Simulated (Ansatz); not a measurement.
# Fields on a plane of Sc (hcp, Mg type)

```yaml
crystal:
  lattice:
    - [3.27721, 0.00000, 0.00000]
    - [-1.63861, 2.83815, 0.00000]
    - [0.00000, 0.00000, 5.08550]
  atoms:
    - { symbol: Sc, position: [0.33333, 0.66667, 0.75000] }
    - { symbol: Sc, position: [0.66667, 0.33333, 0.25000] }
```

The slice is a (1 -1 0 0) plane (indices of the conventional cell) through the point (0.667, 0.333, 0.250) (fractional), spanned by u = [110] and v = [001] in vectors of this cell: u (3.28 Å) and v (5.09 Å, at 90° to u). It covers one period; positions are fractions (u, v).

Atoms on it: Sc at (0.00, 0.00). Other atoms lie within 1 Å of the plane.

Computed with PBEsol (plane waves to 420 eV, PAW, scalar-relativistic; Ansatz, an electronic-structure program). k mesh 16×16×9. Inside the PAW spheres the values are not all-electron values, and peaks at nuclei hang on which shells count as valence. Sc is run without spin polarisation. Sc was relaxed with its symmetry unable to fall. The PAW data are Ansatz's earlier set.

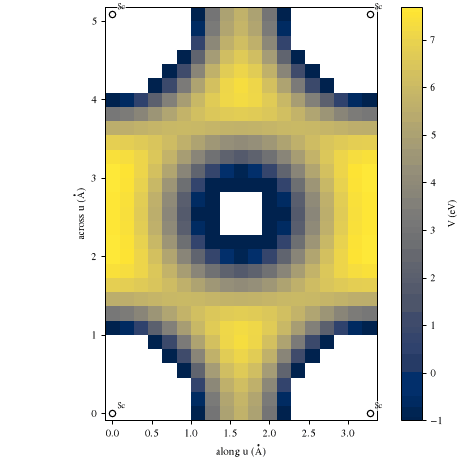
Electrostatic potential energy of an electron, from the cell's mean, in eV, one period of the plane, atoms marked. Points within 1 Å of a nucleus are left white, as the pseudised field means little there. Values under -1 eV are set to -1. The zero, the cell's mean, hangs on the PAW cores.

```
|xxx9830013100389xx|
|xx896100232001698x|
|999730013531003799|
|886310025652001368|
|432000146664100023|
|000001356665310000|
|001123444544432110|
|333333322222333333|
|776542110001124567|
|987531000000013578|
|997520000000002579|
|997410000100001479|
|997310001210001379|
|997310012221001379|
|997310001210001379|
|997410000100001479|
|997520000000002579|
|987531000000013578|
|776542110001124567|
|333333322222333333|
|001123444544432110|
|000001356665310000|
|432000146664100023|
|886310025652001368|
|999730013531003799|
|xx896100232001698x|
|xxx9830013100389xx|
|xxx9830012100389xx|
```
Scale: ten equal steps from 0.09 (start of '0') to 0.74 (end of '9'), in the order '0123456789'. Values: electron localisation function (ELF). The map has 18 points along u (one character each, u = 0 at the left) and 28 along v (v = 0 in the bottom row). Points within 0.5 Å of a nucleus are blanked (x), as the pseudised field means little there.

The density on the Sc–Sc line (3.28 Å) at its midpoint is 0.12 e/Å³. The ELF at that point is 0.28.
